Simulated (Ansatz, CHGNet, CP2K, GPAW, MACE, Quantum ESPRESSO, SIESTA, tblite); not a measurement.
# Running random packing of C68N32 (at. %) (79 atoms) with CP2K, part 3 of 3

Aim: run random packing of C68N32 (at. %) (79 atoms) in CP2K and see how near its forces come to a plane-wave reference, and at what cost.

Program: CP2K 2026.2; the method stands at each step. Banners, paths, timers and routine set-up lines are dropped from the logs unmarked, and long logs keep their key lines alone; longer cuts are marked.

So far. Step 5 (PBE, DZVP-MOLOPT-SR, 600/70 Ry, diagonalisation): Against the first run (5.2 %), the force difference from the reference is 5.2 %, at 1.2 times the CPU time: the change moves forces by 0.038 meV/Å r.m.s., so most of the difference comes from elsewhere. Step 6 (PBE+rVV10L, DZVP-MOLOPT-SR, 600/50 Ry, diagonalisation): Against the first run (5.2 %), the force difference from the reference is 4.9 %, at 1.6 times the CPU time; the model has changed, so this is no error of the program alone.

**7. PBE, DZVP-MOLOPT-SR, 210/50 Ry, diagonalisation**

Method: Kohn-Sham DFT, PBE, GTH-PBE pseudopotentials, Gaussian and plane waves, DZVP-MOLOPT-SR-GTH, diagonalisation.

input.inp reads:

```
&GLOBAL
  PROJECT cell
  RUN_TYPE ENERGY_FORCE
  PRINT_LEVEL LOW
&END GLOBAL
&FORCE_EVAL
  METHOD QS
  STRESS_TENSOR ANALYTICAL
  &DFT
    BASIS_SET_FILE_NAME BASIS_MOLOPT
    POTENTIAL_FILE_NAME GTH_POTENTIALS
    &MGRID
      CUTOFF 210
      REL_CUTOFF 50
    &END MGRID
    &QS
      EPS_DEFAULT 1.0E-12
    &END QS
    &SCF
      SCF_GUESS ATOMIC
      EPS_SCF 1.0E-06
      MAX_SCF 200
      ADDED_MOS 36
      &DIAGONALIZATION
        ALGORITHM STANDARD
      &END DIAGONALIZATION
      &SMEAR ON
        METHOD FERMI_DIRAC
        ELECTRONIC_TEMPERATURE [K] 580
      &END SMEAR
      &MIXING
        METHOD BROYDEN_MIXING
        ALPHA 0.15
        NBROYDEN 8
      &END MIXING
      &PRINT
        &RESTART OFF
        &END RESTART
      &END PRINT
    &END SCF
    &XC
      &XC_FUNCTIONAL PBE
      &END XC_FUNCTIONAL
    &END XC
    &PRINT
      &MULLIKEN ON
      &END MULLIKEN
      &LOWDIN ON
      &END LOWDIN
      &MO ON
        EIGENVALUES T
        OCCUPATION_NUMBERS T
        MO_INDEX_RANGE 160 183
        &EACH
          QS_SCF 0
        &END EACH
        ADD_LAST NUMERIC
      &END MO
    &END PRINT
  &END DFT
  &SUBSYS
    &CELL
      A 8.88940 0.00000 0.00000
      B 0.00000 8.88940 0.00000
      C 0.00000 0.00000 8.88940
    &END CELL
    &TOPOLOGY
      COORD_FILE_NAME structure.xyz
      COORD_FILE_FORMAT XYZ
    &END TOPOLOGY
    &KIND C
      BASIS_SET DZVP-MOLOPT-SR-GTH-q4
      POTENTIAL GTH-PBE-q4
    &END KIND
    &KIND N
      BASIS_SET DZVP-MOLOPT-SR-GTH-q5
      POTENTIAL GTH-PBE-q5
    &END KIND
  &END SUBSYS
  &PRINT
    &FORCES ON
    &END FORCES
    &STRESS_TENSOR ON
    &END STRESS_TENSOR
  &END PRINT
&END FORCE_EVAL
```

structure.xyz reads:

```xyz
79

C 6.41130 3.03377 0.78040
C 3.94609 6.73754 4.55440
C 4.69014 2.06003 4.14513
C 4.95148 4.55920 0.74422
C 2.93697 0.59675 2.55464
C 7.22477 0.97641 8.68299
C 6.07475 8.27541 6.19636
C 0.79951 6.87462 5.90025
C 1.21323 1.92055 8.25016
C 0.97659 2.64904 1.10904
C 5.06687 6.28232 5.74113
C 1.08815 5.23532 5.90007
C 0.70706 7.15472 1.91735
C 3.41477 0.24366 4.35758
C 7.44718 1.94509 5.84016
C 1.40719 8.59045 8.82877
C 4.57057 0.35389 1.14104
C 0.60395 2.01860 2.70149
C 2.20742 4.24540 3.53140
C 1.10282 3.73577 4.85601
[... 55 atom lines left out ...]
N 1.88731 4.16362 1.85895
N 6.41477 6.17324 3.62901
N 5.93919 3.28019 3.77017
N 0.45460 2.31587 5.60521
```

On the command line:

```
> OMP_NUM_THREADS=2 cp2k.psmp -i input.inp > output.txt
```

Numbers of over 12 decimals in the logs are rounded to 6 here.

The log of the run:

```text
CP2K| version string:                                       CP2K version 2026.2
 CP2K| Input file name                                                 input.inp
 GLOBAL| Basis set file name                                        BASIS_MOLOPT
 GLOBAL| Potential file name                                      GTH_POTENTIALS
 GLOBAL| Run type                                                   ENERGY_FORCE
 GLOBAL| Total number of message passing processes                             1
 GLOBAL| Number of threads for this process                                    2
[... lines left out ...]
                        Smear method:                                FERMI_DIRAC
[... lines left out ...]
 Number of electrons:                                                        341
[... lines left out ...]
  Step     Update method      Time    Convergence         Total energy    Change
[... lines left out ...]
  *** SCF run converged in    27 steps ***
[... lines left out ...]
  Fermi energy:                                                 0.210035
  Total energy:                                              -545.768293
  Total energy (extrapolated to T->0):                       -545.761925
[... lines left out ...]
 MO| E(Fermi):            0.210035 a.u.          5.715352 eV
[... lines left out ...]
      78     N        2          4.870590                              0.129410
      79     N        2          4.805484                              0.194516
 # Total charge                            341.000000                  0.000000
 ENERGY| Total FORCE_EVAL ( QS ) energy [hartree]           -545.768324
 FORCES| Atomic forces [hartree/bohr]
 FORCES|   Atom     x               y               z               |f|
 FORCES|      1  1.86862263E-02 -4.12018629E-02  5.14300914E-02   6.84968821E-02
 FORCES|      2  3.01035950E-02 -4.04699215E-02  4.73280251E-02   6.91663425E-02
 FORCES|      3  1.03531693E-01 -1.37647030E-02  3.08039935E-02   1.08890608E-01
[...]
FORCES|     78 -4.23156642E-02 -1.65948395E-02 -5.27592529E-03   4.57584913E-02
 FORCES|     79 -5.80599251E-03  5.86628392E-02  2.89899603E-02   6.56921308E-02
 FORCES| Sum     2.75797759E-03 -1.23325563E-02 -6.92572549E-03
 FORCES| Total atomic force                                       1.44105537E-02
 STRESS| Analytical stress tensor [bar]
 STRESS|                        x                   y                   z
 STRESS|      x       -2.10615575014E+05   3.31230282365E+03   1.66796247003E+04
 STRESS|      y        3.31230282365E+03  -3.03720560678E+05   1.11020986369E+04
 STRESS|      z        1.66796247003E+04   1.11020986369E+04  -2.30063107748E+05
 STRESS| 1/3 Trace                                            -2.48133081147E+05
```

Elapsed: 2.4 min, on 2 threads of Arm Neoverse V2, shared host; peak memory 0.67 GiB.

Against the reference:

- r.m.s. force component: 2.018 eV/Å
- r.m.s. difference of force components: 107.6 meV/Å
- longest difference of force vectors: 347.1 meV/Å
- force difference over r.m.s. force: 5.51 %
- slope of forces against the reference's: 1.032
- correlation of force components: 0.9991
- pressure: -24.81 GPa
- pressure difference: -0.6756 GPa
- energy less the same-level run's: -0.3452 meV/atom
- r.m.s. force difference from the same-level run: 32.44 meV/Å

This is a coarse setting, run to see what it loses.

Against the first run (5.2 %), the force difference from the reference is 5.5 %, at 0.64 times the CPU time (on 2 against 4 cores).

The forces add up to 0.74 eV/Å instead of zero, usually a sign of too coarse a grid.

**8. All runs compared**

Differences are against the plane-wave reference, forces as r.m.s. over components; share is that over the reference's r.m.s. force, slope the least-squares factor from reference forces to these. Total energies of different programs have different zeros and aren't compared.

| run | Δ force, r.m.s. (meV/Å) | share (%) | slope | Δ pressure (GPa) | cores | CPU time | memory (GiB) |
| --- | --- | --- | --- | --- | --- | --- | --- |
| reference | - | - | - | - | 2 | 5.6 min | 1.7 |
| CP2K PBE, DZVP-MOLOPT-SR, 600/50 Ry, diagonalisation | 101 | 5.19 | 1.032 | -0.695 | 4 | 7.2 min | 2.6 |
| CP2K PBE, TZVP-UZH, 600/50 Ry, diagonalisation | 88.8 | 4.55 | 0.988 | 2.48 | 4 | 7.8 min | 2.8 |
| CP2K PBE, SZV-MOLOPT-SR, 600/50 Ry, diagonalisation (coarse) | 926 | 47.4 | 1.119 | 8.86 | 1 | 3.6 min | 1.7 |
| CP2K PBE, DZVP-MOLOPT-SR, 600/70 Ry, diagonalisation | 101 | 5.19 | 1.032 | -0.695 | 4 | 8.6 min | 2.6 |
| CP2K PBE+rVV10L, DZVP-MOLOPT-SR, 600/50 Ry, diagonalisation | 96.7 | 4.95 | 1.019 | -1.99 | 4 | 12 min | 4.5 |
| CP2K PBE, DZVP-MOLOPT-SR, 210/50 Ry, diagonalisation (coarse) | 108 | 5.51 | 1.032 | -0.676 | 2 | 4.6 min | 0.67 |

Rows marked coarse were listed beforehand as settings not expected to be converged; some can still land near the reference.

CPU time is summed over cores on a shared host, where runs went side by side, so it is rough. Symmetry, cutoffs, thresholds, outputs and thread counts weren't matched or tuned between programs; memory under MPI is the largest rank's times the ranks.

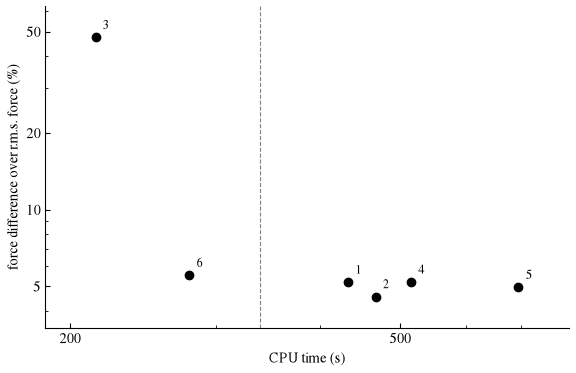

Force difference against CPU time; the dashed line marks the reference's time. Points: 1 CP2K PBE, DZVP-MOLOPT-SR, 600/50 Ry, diagonalisation; 2 CP2K PBE, TZVP-UZH, 600/50 Ry, diagonalisation; 3 CP2K PBE, SZV-MOLOPT-SR, 600/50 Ry, diagonalisation; 4 CP2K PBE, DZVP-MOLOPT-SR, 600/70 Ry, diagonalisation; 5 CP2K PBE+rVV10L, DZVP-MOLOPT-SR, 600/50 Ry, diagonalisation; 6 CP2K PBE, DZVP-MOLOPT-SR, 210/50 Ry, diagonalisation.

Mean charges by element (e), by run and scheme:

| run | scheme | C | N |
| --- | --- | --- | --- |
| CP2K PBE, DZVP-MOLOPT-SR, 600/50 Ry, diagonalisation | Mulliken | +0.05 | -0.12 |
| CP2K PBE, TZVP-UZH, 600/50 Ry, diagonalisation | Mulliken | +0.13 | -0.28 |
| CP2K PBE, DZVP-MOLOPT-SR, 600/70 Ry, diagonalisation | Mulliken | +0.05 | -0.12 |
| CP2K PBE+rVV10L, DZVP-MOLOPT-SR, 600/50 Ry, diagonalisation | Mulliken | +0.05 | -0.12 |

Within one program, basis, potentials and functional, energies share a zero. Each run against its twin at the usual cutoff or grid and solver:

| run | twin | Δ energy (meV/atom) | Δ force, r.m.s. (meV/Å) | CPU time over the twin's |
| --- | --- | --- | --- | --- |
| CP2K PBE, DZVP-MOLOPT-SR, 600/70 Ry, diagonalisation | DZVP-MOLOPT-SR, 600/50 Ry, diagonalisation | 0.0029 | 0.038 | 1.2 |
| CP2K PBE, DZVP-MOLOPT-SR, 210/50 Ry, diagonalisation | DZVP-MOLOPT-SR, 600/50 Ry, diagonalisation | -0.345 | 32.4 | 0.64 (this twin ran on 4 cores) |

Further runs of this program without a result: CP2K GFN1-xTB, diagonalisation (not converged); CP2K SCC-DFTB, diagonalisation (not converged).

**9. Outcome**

| Quantity | Value |
| --- | --- |
| nearest in forces | CP2K PBE, TZVP-UZH, 600/50 Ry, diagonalisation, 4.5 % |
| its CPU time | 7.8 min |

What this shows: The PBE runs in local orbitals, coarse settings apart, differ by 4.5 % (CP2K PBE, TZVP-UZH, 600/50 Ry, diagonalisation) to 5.2 % (CP2K PBE, DZVP-MOLOPT-SR, 600/50 Ry, diagonalisation); basis, grid and potentials can all enter. Rows with another functional or a dispersion term differ by 4.9 % (CP2K PBE+rVV10L, DZVP-MOLOPT-SR, 600/50 Ry, diagonalisation), which mixes the change of model with differences of basis and potentials. Runs with settings chosen to be coarse differ by 5.5 % (CP2K PBE, DZVP-MOLOPT-SR, 210/50 Ry, diagonalisation) to 47 % (CP2K PBE, SZV-MOLOPT-SR, 600/50 Ry, diagonalisation), their programs' other errors included. None of the electronic-structure runs in the table takes under half the reference's CPU time of 5.6 min; they take 0.63 to 2.0 times as much. In pressure, CP2K PBE, SZV-MOLOPT-SR, 600/50 Ry, diagonalisation misses by +8.9 GPa, at the same functional. Charges hang on program or settings: among these rows the mean for N runs from -0.28 to -0.12 e. The reference's pressure holds the uncorrected Pulay stress of its 60 Ry basis, so small pressure differences, and their order, may be the reference's own error. The electron count is odd in these runs, and they have no spin polarisation, so the unpaired electron is spread evenly over both spins. The reference's stress is far from hydrostatic: its diagonal is -20.5, -29.5, -22.4 GPa, compression counted positive. The reference's pressure of -24 GPa says that the cell would shrink at this level of theory. The electronic-structure runs sample only Γ, in a cell whose shortest periodic width is 9 Å, which is coarse for a cell with partly filled levels.

[Also dropped from logs without a mark: logging warnings of Python, and SIESTA's first energy breakdown and zero terms.]

[Logs are printed without paths, hosts, clocks, repeated set-up lines and the standing remarks that a program may print on its own settings, such as how far it seeks lower states.]

[Hosts, paths, dates, database ids (printed as entryN), source tags and the programs' standing remarks are cut or masked in the printed files.]
